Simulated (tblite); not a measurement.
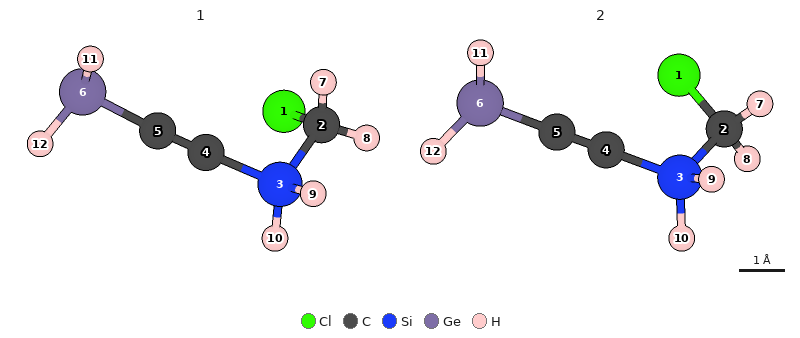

Two geometries of C3H6ClGeSi (multiplicity 2), drawn at one scale. One is the start of a relaxation, the other its converged end. Style: ball-and-stick. Shown at a tilt.

Computed with GFN2-xTB geometry optimisation, gas phase (tblite). 

Question: Which geometry has the lower energy?

Answer: Structure 1 is the relaxed one. Cl1 moves most after the best rigid fit: 1.03 Å. By element the largest moves are Cl 1.03 Å, H 0.96 Å, Ge 0.27 Å, Si 0.16 Å, C 0.16 Å. Some distances before and after: Si3–C4 1.793 → 1.847 Å, C2–Si3 1.869 → 1.917 Å, C5–Ge6 1.878 → 1.913 Å, Si3–H10 1.484 → 1.463 Å. Among the angles between lasting bonds that change: C5–Ge6–H12 114.5° → 102.9°, H11–Ge6–H12 114.8° → 103.4°, C5–Ge6–H11 112.4° → 102.5°. Groups turn about C2–Si3 by about 50°. The energy falls by 11.1 kcal/mol in 98 geometry steps. Cost: 0.57 s on 1 thread of Arm Neoverse V2, on a shared host.
